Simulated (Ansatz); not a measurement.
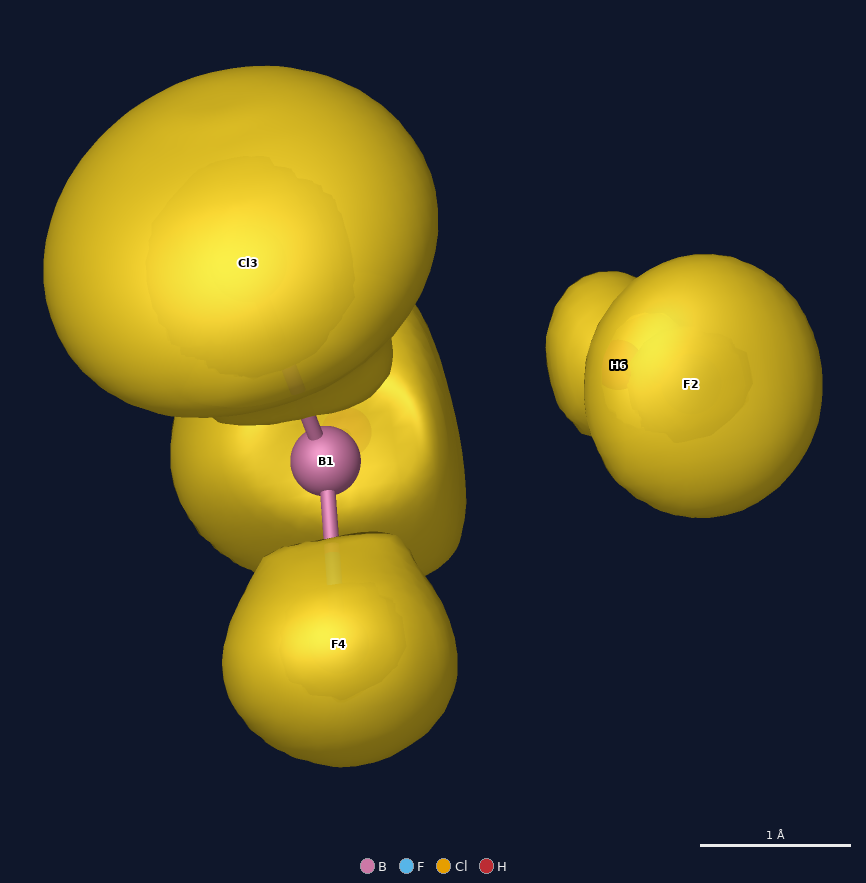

The picture shows: BClFH···HF. Isosurface of the electron localisation function at 0.75 (yellow), seen at a tilt. Core shells and regions of very low density are left out.

Method: RKS B3LYP/6-31G* in Ansatz.

```yaml
atoms:
  - { symbol: B, position_ang: [0.0829, -0.4508, -0.4326] }
  - { symbol: F, position_ang: [0.0984, 0.0114, 2.0436] }
  - { symbol: Cl, position_ang: [1.5924, 0.2758, -0.9641] }
  - { symbol: F, position_ang: [-1.0599, 0.1048, -0.7640] }
  - { symbol: H, position_ang: [0.1001, -1.5095, 0.1105] }
  - { symbol: H, position_ang: [0.2143, -0.8971, 1.8709] }
```

> Describe the localisation domains.

At this value the surface marks out one region around a hydrogen nucleus, one region on Cl in which the atom's valence shell and bonds are merged, one region on F in which the atom's valence shell and bonds are merged and one joined region spread over several atoms (F, H), in which their bonds and any lone pairs are merged. Along the contacts the grid gives the following. B1···F2 (2.52 Å): the ELF is about 0.05 at the midpoint. B–F (1.31 Å): the ELF peaks at about 0.85 between the atoms: a shared but strongly polarised pair.
